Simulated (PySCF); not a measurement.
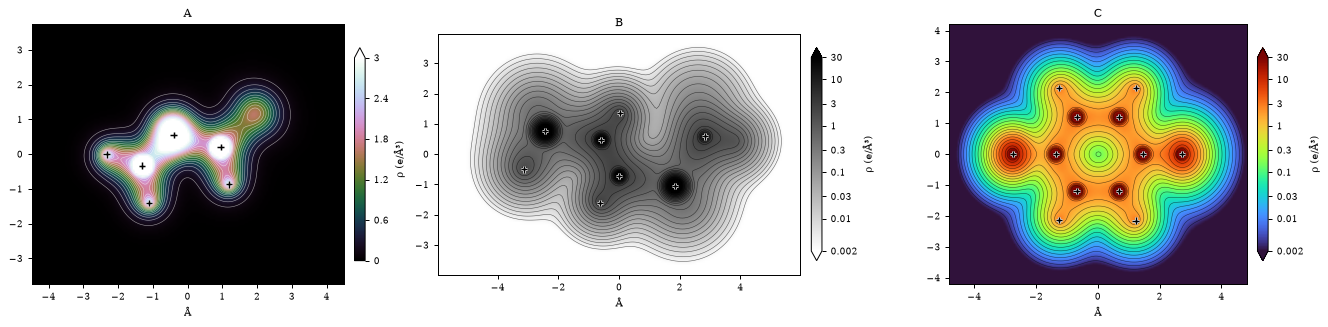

The electron density of 3 systems, each on a plane through atoms (crosses mark nuclei in the plane).

Theory: PBE0/def2-SVPD, SCF density, gas phase (PySCF).

System 1: C$_{6}$H$_{4}$FO (SMILES [O-]c1ccc(F)cc1) (charge −1), the molecular plane. Geometry: GFN2-xTB.

```xyz
12

O    -2.7006   -0.3329    0.0108
C    -1.4517   -0.1793    0.0056
C    -0.5331   -1.2804   -0.0011
C     0.8301   -1.1112   -0.0086
C     1.3576    0.1677   -0.0100
F     2.7385    0.3373   -0.0186
C     0.5349    1.2799   -0.0033
C    -0.8285    1.1122    0.0047
H    -0.9487   -2.2814    0.0001
H     1.5002   -1.9641   -0.0126
H     0.9781    2.2700   -0.0041
H    -1.4756    1.9816    0.0111
```

System 2: C$_{4}$H$_{7}$N (SMILES C=NC1CC1), the plane of atoms N2, C1 and H7. Geometry: GFN2-xTB.

```xyz
12

C     2.0408   -0.6749    0.5252
N     0.8182   -0.7917    0.2729
C     0.0243    0.3333    0.0231
C    -1.4090    0.2613    0.4886
C    -1.1017    0.1536   -0.9647
H     2.5760    0.2807    0.5716
H     2.6147   -1.5697    0.7113
H     0.5201    1.3075    0.0568
H    -1.7043   -0.6356    1.0092
H    -1.8570    1.1678    0.8653
H    -1.1883   -0.8168   -1.4267
H    -1.3326    0.9838   -1.6143
```

System 3: C$_{3}$H$_{9}$ClSi$_{2}$ (SMILES [SiH3]/C=C/[SiH2]CCl), the plane of atoms C3, C2 and H10. Geometry: GFN2-xTB.

```xyz
15

Si    2.8847    0.3014   -0.4284
C     1.0062    0.2254   -0.3135
C     0.2795   -0.8910   -0.2647
Si   -1.5916   -1.0059   -0.1109
C    -2.3800    0.7337   -0.2390
Cl   -1.9339    1.7164    1.1855
H     3.4133   -1.0410   -0.6769
H     3.2519    1.1958   -1.5299
H     3.4175    0.8281    0.8304
H     0.4877    1.1762   -0.2640
H     0.8042   -1.8400   -0.3075
H    -1.9786   -1.5819    1.1796
H    -2.1509   -1.7905   -1.2205
H    -3.4665    0.6943   -0.2534
H    -2.0479    1.2870   -1.1144
```

Q: Which map belongs to which system?

A: Panel A is system 2, C$_{4}$H$_{7}$N: the plane holds C, N and H. C–N (1.25 Å): ρ at the midpoint is about 2.9 e/Å³. Panel B is system 3, C$_{3}$H$_{9}$ClSi$_{2}$: the plane holds Si, C and H. C–C (1.33 Å): the density is about 2.3 e/Å³ at the midpoint. Panel C is system 1, C$_{6}$H$_{4}$FO: the plane holds O, C, F and H. C–O (1.26 Å): ρ is about 2.9 e/Å³ halfway.
